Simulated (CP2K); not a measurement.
**SF4 (sulfur tetrafluoride) at MP2/6-311+G(d,p)**

What is the energy change on altering one bond length of SF4 (sulfur tetrafluoride) at MP2/6-311+G**? 

Program for the calculation: CP2K 2026.2.

## 1. Starting point

SF4 has 5 atoms, charge 0, and is taken as a singlet. SMILES: `FS(F)(F)F`. The coordinates come from a PBE0-D4/def2-TZVP relaxation.

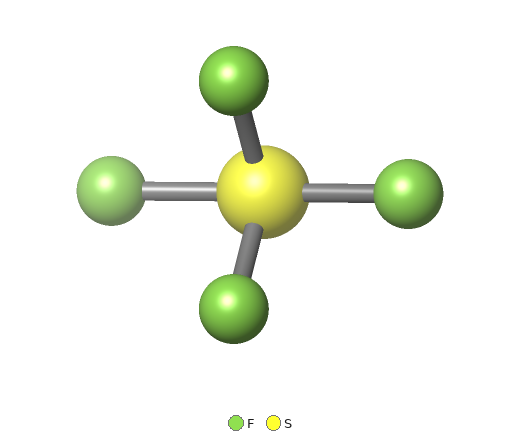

Viewed from a chosen angle; fluorine green, sulfur yellow.

## 2. The energy at MP2/6-311+G(d,p)

molecule.xyz reads:

```xyz
5

F     -0.561200    -0.228000     1.172800
S      0.064000    -0.357400    -0.243000
F      1.536700    -0.462000     0.491400
F     -1.440100    -0.077300    -0.858200
F      0.400600     1.124600    -0.563100
```

qs.inp reads:

```
&GLOBAL
    PROJECT_NAME qs
    RUN_TYPE ENERGY
    PRINT_LEVEL MEDIUM
&END GLOBAL

&FORCE_EVAL
    METHOD Quickstep
    &DFT
        BASIS_SET_FILE_NAME ./6_311pgss.basis
        POTENTIAL_FILE_NAME POTENTIAL
        &QS
            METHOD GAPW
            EPS_DEFAULT 1.0E-10
        &END QS
        # plane-wave cutoff in Ry
        &MGRID
            CUTOFF 280
            REL_CUTOFF 50
            NGRIDS 4
        &END MGRID
        &POISSON
            PERIODIC NONE
            POISSON_SOLVER MULTIPOLE
        &END POISSON
        &SCF
            SCF_GUESS ATOMIC
            EPS_SCF 1.0E-07
            MAX_SCF 100
            ADDED_MOS 10
            &DIAGONALIZATION
                ALGORITHM STANDARD
            &END DIAGONALIZATION
            &MIXING
                METHOD DIRECT_P_MIXING
                ALPHA 0.4
            &END MIXING
        &END SCF
        # functional
        &XC
            &XC_FUNCTIONAL NONE
            &END XC_FUNCTIONAL
            # exact exchange
            &HF
                FRACTION 1
                &SCREENING
                    EPS_SCHWARZ 1.0E-10
                &END SCREENING
                &MEMORY
                    MAX_MEMORY 1050
                &END MEMORY
            &END HF
            &WF_CORRELATION
                &MP2
                    METHOD DIRECT_CANONICAL
                &END MP2
                MEMORY 900
            &END WF_CORRELATION
        &END XC
        &PRINT
            &MOMENTS
                PERIODIC F
                REFERENCE COM
                MAX_MOMENT 1
            &END MOMENTS
            &MO ON
                ENERGIES T
                OCCUPATION_NUMBERS T
                NDIGITS 6
                &EACH
                    QS_SCF 0
                &END EACH
                ADD_LAST NUMERIC
            &END MO
            &LOWDIN ON
            &END LOWDIN
            &HIRSHFELD OFF
            &END HIRSHFELD
        &END PRINT
    &END DFT
    # atoms, cell and kinds
    &SUBSYS
        # vacuum box
        &CELL
            ABC 11.6 10.2 10.6
            PERIODIC NONE
        &END CELL
        &TOPOLOGY
            COORD_FILE_NAME molecule.xyz
            COORD_FILE_FORMAT XYZ
            &CENTER_COORDINATES
            &END CENTER_COORDINATES
        &END TOPOLOGY
        &KIND F
            BASIS_SET 6-311pGss
            POTENTIAL ALL
            LEBEDEV_GRID 194
            RADIAL_GRID 100
        &END KIND
        &KIND S
            BASIS_SET 6-311pGss
            POTENTIAL ALL
            LEBEDEV_GRID 194
            RADIAL_GRID 100
        &END KIND
    &END SUBSYS
&END FORCE_EVAL
```

Run with:

```sh
$ OMP_NUM_THREADS=1 cp2k.psmp -i qs.inp > qs.out 2>&1
```

The program printed, cut to the lines that bear on the results:

```text
CP2K| version string:                                       CP2K version 2026.2
[...]
 GLOBAL| Method name                                                        CP2K
[...]
 GLOBAL| Run type                                                         ENERGY
[...]
 DFT| Spin restricted Kohn-Sham (RKS) calculation                            RKS
 DFT| Multiplicity                                                             1
[...]
 DFT| Charge                                                                   0
[...]
 QS| Method:                                                                GAPW
[...]
 QS| Density cutoff [a.u.]:                                                140.0
[...]
 QS| Relative density cutoff [a.u.]:                                        25.0
[...]
                             - Atoms:                                          5
[...]
                             - Spherical basis functions:                    118
[...]
 Number of electrons:                                                         52
[...]
     1 P_Mix/Diag. 0.40E+00   18.5     0.81186437      -796.1604388781 -7.96E+02
[...]
    19 DIIS/Diag.  0.67E-07    0.5     0.00000003      -795.2642259866  6.82E-13
  *** SCF run converged in    19 steps ***
[...]
  Overlap energy of the core charge distribution:               0.00000006004242
  Self energy of the core charge distribution:               -590.19705086803276
  Core Hamiltonian energy:                                   -246.95332683821584
  Hartree energy:                                              84.03124903953153
  Exchange-correlation energy:                                  0.00000000000000
  Hartree-Fock Exchange energy:                               -65.40753468014616
[...]
                     Mulliken Population Analysis
 #  Atom  Element  Kind  Atomic population                           Net charge
       1     F        1          9.237349                             -0.237349
       2     S        2         15.006007                              0.993993
       3     F        1          9.259695                             -0.259695
       4     F        1          9.259695                             -0.259695
       5     F        1          9.237254                             -0.237254
 # Total charge                             52.000000                 -0.000000
[...]
  Dipole moment [Debye]
    X=  0.1667423E+00 Y= -0.9231832E+00 Z= -0.6303775E+00  Total=      1.1302415
[...]
 ENERGY| Total FORCE_EVAL ( QS ) energy [hartree]           -796.454217290254064
[...]
```

Run time: 51 s. Hardware: 1 thread of Arm Neoverse V1, shared host; peak memory 0.7 GiB.

## 3. The distorted shape, same level

molecule.xyz reads:

```xyz
5

F     -0.611700    -0.450345     1.220825
S      0.013500    -0.579745    -0.194975
F      1.486200    -0.684345     0.539425
F     -1.490600    -0.299645    -0.810175
F      0.400600     1.124600    -0.563100
```

gas.inp reads:

```
&FORCE_EVAL
  METHOD Quickstep
  &DFT
    BASIS_SET_FILE_NAME ./6_311pgss.basis
    POTENTIAL_FILE_NAME POTENTIAL
    CHARGE 0
    MULTIPLICITY 1
    # Quickstep
    &QS
      METHOD GAPW
      EPS_DEFAULT 1.0E-10
    &END QS
    &MGRID
      CUTOFF 280
      REL_CUTOFF 50
      NGRIDS 4
    &END MGRID
    # no periodic images
    &POISSON
      PERIODIC NONE
      POISSON_SOLVER MULTIPOLE
    &END POISSON
    # self-consistent field
    &SCF
      SCF_GUESS ATOMIC
      EPS_SCF 1.0E-07
      MAX_SCF 150
      ADDED_MOS 3
      &DIAGONALIZATION
        ALGORITHM STANDARD
      &END DIAGONALIZATION
      &MIXING
        METHOD DIRECT_P_MIXING
        ALPHA 0.4
      &END MIXING
    &END SCF
    &XC
      &XC_FUNCTIONAL NONE
      &END XC_FUNCTIONAL
      # exact exchange
      &HF
        FRACTION 1
        &SCREENING
          EPS_SCHWARZ 1.0E-10
          SCREEN_ON_INITIAL_P F
        &END SCREENING
        &INTERACTION_POTENTIAL
          POTENTIAL_TYPE COULOMB
        &END INTERACTION_POTENTIAL
        &MEMORY
          MAX_MEMORY 1050
        &END MEMORY
      &END HF
      # correlation from orbitals
      &WF_CORRELATION
        &MP2
          METHOD DIRECT_CANONICAL
        &END MP2
        MEMORY 900
      &END WF_CORRELATION
    &END XC
    # extra output
    &PRINT
      &MOMENTS
        PERIODIC F
        REFERENCE COM
        MAX_MOMENT 1
      &END MOMENTS
      &MO ON
        ENERGIES T
        OCCUPATION_NUMBERS T
        NDIGITS 6
        &EACH
          QS_SCF 0
        &END EACH
        ADD_LAST NUMERIC
      &END MO
      &LOWDIN ON
      &END LOWDIN
      &HIRSHFELD OFF
      &END HIRSHFELD
    &END PRINT
  &END DFT
  &SUBSYS
    # vacuum box
    &CELL
      ABC [angstrom] 11.6 10.4 10.6
      PERIODIC NONE
    &END CELL
    &TOPOLOGY
      COORD_FILE_NAME molecule.xyz
      COORD_FILE_FORMAT XYZ
      &CENTER_COORDINATES
      &END CENTER_COORDINATES
    &END TOPOLOGY
    &KIND F
      BASIS_SET 6-311pGss
      POTENTIAL ALL
      LEBEDEV_GRID 194
      RADIAL_GRID 100
    &END KIND
    &KIND S
      BASIS_SET 6-311pGss
      POTENTIAL ALL
      LEBEDEV_GRID 194
      RADIAL_GRID 100
    &END KIND
  &END SUBSYS
&END FORCE_EVAL

&GLOBAL
  PROJECT_NAME gas
  RUN_TYPE ENERGY
  PRINT_LEVEL MEDIUM
&END GLOBAL
```

Run with:

```sh
$ OMP_NUM_THREADS=1 cp2k.psmp -i gas.inp > gas.out 2>&1
```

The program printed, cut to the lines that bear on the results:

```text
CP2K| version string:                                       CP2K version 2026.2
[...]
 GLOBAL| Method name                                                        CP2K
[...]
 GLOBAL| Run type                                                         ENERGY
[...]
 DFT| Spin restricted Kohn-Sham (RKS) calculation                            RKS
 DFT| Multiplicity                                                             1
[...]
 DFT| Charge                                                                   0
[...]
 QS| Method:                                                                GAPW
[...]
 QS| Density cutoff [a.u.]:                                                140.0
[...]
 QS| Relative density cutoff [a.u.]:                                        25.0
[...]
                             - Atoms:                                          5
[...]
                             - Spherical basis functions:                    118
[...]
 Number of electrons:                                                         52
[...]
     1 P_Mix/Diag. 0.40E+00   18.3     0.78613034      -795.7685533003 -7.96E+02
[...]
    22 DIIS/Diag.  0.11E-06    0.5     0.00000002      -795.2336081657  1.14E-13
  *** SCF run converged in    22 steps ***
[...]
  Overlap energy of the core charge distribution:               0.00000003220933
  Self energy of the core charge distribution:               -590.19705086803276
  Core Hamiltonian energy:                                   -247.34248728403185
  Hartree energy:                                              84.31034004026293
  Exchange-correlation energy:                                  0.00000000000000
  Hartree-Fock Exchange energy:                               -65.27326011489524
[...]
                     Mulliken Population Analysis
 #  Atom  Element  Kind  Atomic population                           Net charge
       1     F        1          9.203435                             -0.203435
       2     S        2         15.028075                              0.971925
       3     F        1          9.229850                             -0.229850
       4     F        1          9.229852                             -0.229852
       5     F        1          9.308787                             -0.308787
 # Total charge                             52.000000                 -0.000000
[...]
 ENERGY| Total FORCE_EVAL ( QS ) energy [hartree]           -796.440422313733961
[...]
```

Run time: 53 s. Hardware: 1 thread of Arm Neoverse V1, shared host; peak memory 0.7 GiB.

## 4. Summary of results

At MP2/6-311+G**:

| quantity | value |
| --- | --- |
| first shape: total energy | -796.45422 Eh |
| first shape: dipole moment (of the density that the program reports) | 1.13 D |
| first shape: HOMO energy (Hartree–Fock orbitals) | -14.19 eV |
| first shape: LUMO energy (Hartree–Fock orbitals) | 1.29 eV |
| first shape: HOMO–LUMO gap (Hartree–Fock orbitals) | 15.48 eV |
| first shape: correlation energy | -1190.0 mEh |
| distorted shape: total energy | -796.44042 Eh |
| distorted shape: dipole moment (of the density that the program reports) | 1.92 D |
| distorted shape: HOMO energy (Hartree–Fock orbitals) | -14.56 eV |
| distorted shape: LUMO energy (Hartree–Fock orbitals) | 0.10 eV |
| distorted shape: HOMO–LUMO gap (Hartree–Fock orbitals) | 14.66 eV |
| distorted shape: correlation energy | -1206.8 mEh |
| energy change with the S2–F5 bond stretched from 1.553 to 1.786 Å | 0.375 eV |

With the S2–F5 bond stretched from 1.553 to 1.786 Å the energy rises by 0.38 eV (36.2 kJ/mol). The first shape isn't relaxed at this level, so the change isn't measured from a minimum.
